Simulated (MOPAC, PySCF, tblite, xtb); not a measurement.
Bond stretch in C₂H₃Cl, SMILES ClC=C, singlet. The C2–Cl6 bond (C2 also carries C, H; Cl6 carries nothing else) is varied alone, starting from the PBE0/def2-TZVP optimised geometry.

```
6

C      0.0000    -1.1005    -0.7286
C      0.0000     0.0000     0.0000
H      0.0001    -1.0236    -1.8090
H      0.0000    -2.0869    -0.2825
H      0.0000     0.9974    -0.4208
Cl     0.0000     0.0000     1.7213
```

Methods: GFN1-xTB (xtb); UMP2 = MP2 on UHF/cc-pVDZ, 7 core orbitals frozen (PySCF); RCCSD = CCSD on RHF/cc-pVDZ, 7 core orbitals frozen in PySCF; GFN2-xTB, 300 K electronic temperature (tblite); AM1, restricted, heats of formation (MOPAC).

Energies are in kcal/mol, each relative to the lowest point of its own curve near equilibrium.

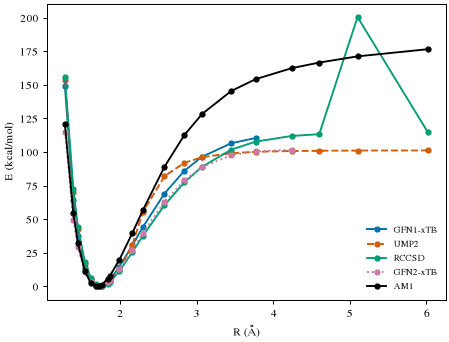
Figure. Energy against bond length for each method.

```json
[
 {"R / Å": "1.28", "GFN1-xTB": "148.9", "UMP2": "153.6", "RCCSD": "155.6", "GFN2-xTB": "115.1", "AM1": "120.5"},
 {"R / Å": "1.39", "GFN1-xTB": "64.1", "UMP2": "69.8", "RCCSD": "72.1", "GFN2-xTB": "49.4", "AM1": "54.4"},
 {"R / Å": "1.45", "GFN1-xTB": "37.5", "UMP2": "42.4", "RCCSD": "44.2", "GFN2-xTB": "28.9", "AM1": "31.9"},
 {"R / Å": "1.54", "GFN1-xTB": "13.8", "UMP2": "16.9", "RCCSD": "18.0", "GFN2-xTB": "10.7", "AM1": "11.1"},
 {"R / Å": "1.62", "GFN1-xTB": "3.7", "UMP2": "5.2", "RCCSD": "5.9", "GFN2-xTB": "2.9", "AM1": "2.3"},
 {"R / Å": "1.68", "GFN1-xTB": "0.5", "UMP2": "1.1", "RCCSD": "1.5", "GFN2-xTB": "0.4", "AM1": "0.0"},
 {"R / Å": "1.72", "GFN1-xTB": "0.0", "UMP2": "0.0", "RCCSD": "0.2", "GFN2-xTB": "0.0", "AM1": "0.1"},
 {"R / Å": "1.76", "GFN1-xTB": "0.4", "UMP2": "0.0", "RCCSD": "0.0", "GFN2-xTB": "0.4", "AM1": "1.1"},
 {"R / Å": "1.84", "GFN1-xTB": "3.5", "UMP2": "2.4", "RCCSD": "2.0", "GFN2-xTB": "3.0", "AM1": "5.7"},
 {"R / Å": "1.87", "GFN1-xTB": "5.3", "UMP2": "3.9", "RCCSD": "3.4", "GFN2-xTB": "4.5", "AM1": "8.0"},
 {"R / Å": "1.99", "GFN1-xTB": "14.4", "UMP2": "12.2", "RCCSD": "11.2", "GFN2-xTB": "12.5", "AM1": "19.6"},
 {"R / Å": "2.16", "GFN1-xTB": "30.4", "UMP2": "30.8", "RCCSD": "25.4", "GFN2-xTB": "27.1", "AM1": "39.6"},
 {"R / Å": "2.30", "GFN1-xTB": "44.3", "UMP2": "55.4", "RCCSD": "37.8", "GFN2-xTB": "39.8", "AM1": "56.9"},
 {"R / Å": "2.58", "GFN1-xTB": "69.0", "UMP2": "82.0", "RCCSD": "60.4", "GFN2-xTB": "62.9", "AM1": "89.0"},
 {"R / Å": "2.84", "GFN1-xTB": "86.0", "UMP2": "91.9", "RCCSD": "77.4", "GFN2-xTB": "79.0", "AM1": "112.6"},
 {"R / Å": "3.07", "GFN1-xTB": "96.4", "UMP2": "96.1", "RCCSD": "88.9", "GFN2-xTB": "88.8", "AM1": "128.2"},
 {"R / Å": "3.45", "GFN1-xTB": "106.5", "UMP2": "99.1", "RCCSD": "101.7", "GFN2-xTB": "97.6", "AM1": "145.3"},
 {"R / Å": "3.77", "GFN1-xTB": "110.4", "UMP2": "100.1", "RCCSD": "107.7", "GFN2-xTB": "100.4", "AM1": "154.2"},
 {"R / Å": "4.24", "GFN1-xTB": "—", "UMP2": "100.7", "RCCSD": "111.9", "GFN2-xTB": "101.7", "AM1": "162.3"},
 {"R / Å": "4.60", "GFN1-xTB": "—", "UMP2": "100.9", "RCCSD": "113.2", "GFN2-xTB": "—", "AM1": "166.5"},
 {"R / Å": "5.10", "GFN1-xTB": "—", "UMP2": "101.0", "RCCSD": "200.4", "GFN2-xTB": "—", "AM1": "171.1"},
 {"R / Å": "6.02", "GFN1-xTB": "—", "UMP2": "101.1", "RCCSD": "114.5", "GFN2-xTB": "—", "AM1": "176.5"}
]
```

At the longest distance, 6.02 Å, AM1 lies highest above its minimum (176.5 kcal/mol) and UMP2 lowest (101.1 kcal/mol).

The RCCSD curve passes through a maximum at 5.10 Å and then falls by 85.9 kcal/mol up to the last usable point.

Dashes: no converged value, or the column stops at the first point that the program doubted or that broke a chosen test of continuity, which isn't proof of a fault.

The unrestricted solution behind UMP2 changes between 2.30 and 2.58 Å, which can leave a kink. The unrestricted determinant behind UMP2 is spin-contaminated at 1.28, 2.16 to 6.02 Å (<S²> up to 1.2, against 0.00 for a pure singlet). The T1 diagnostic of CCSD on the restricted reference of RCCSD exceeds 0.045 at 3.07 to 6.02 Å. The restricted form behind AM1 keeps the bonding electrons paired and can't separate into open-shell fragments.
